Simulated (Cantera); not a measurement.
Input: 1 mol PbO, 400 mol H₂, 2.9 mol N₂, at 1 atm.

These are equilibrium values from Cantera (NASA tables, ideal gas, pure condensed phases), not measurements of a reactor. Candidate condensed phases: H₂O, Pb, PbO, PbO₂, Pb₃O₄; 27 gas species. Equilibrium is a limit: real reactors are often held back by kinetics, nucleation or transport.

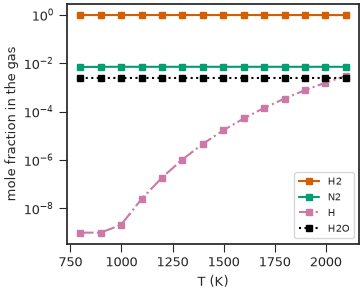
Fig. 1. Equilibrium gas composition (values under 1e-9 drawn at 1e-9)

From 798 K to 1198 K the condensed part is Pb(l). From 1298 K to 2098 K nothing is condensed. The main Pb-bearing gas is Pb throughout.
